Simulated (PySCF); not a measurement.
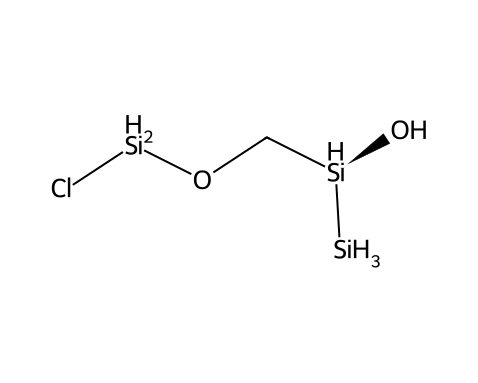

The geometry was computed by an optimisation with GFN2-xTB. No frequency run is at hand to confirm it as a minimum. Level of theory: B3LYP/def2-SVPD, gas phase (PySCF 2.14.0). Excitations: vertical, linear response.

**Estimate the HOMO–LUMO gap.**

7.15 eV.

**Estimate the mean static polarisability.**

114.2 bohr³.

**Estimate the lowest vertical singlet excitation.**

6.20 eV.

**What is the dipole moment?**

1.83 D.

The geometry is semi-empirical. Around Si such bond lengths and angles can be off by a tenth of an ångström or more and by several degrees, and values that hang on the shape move with them.
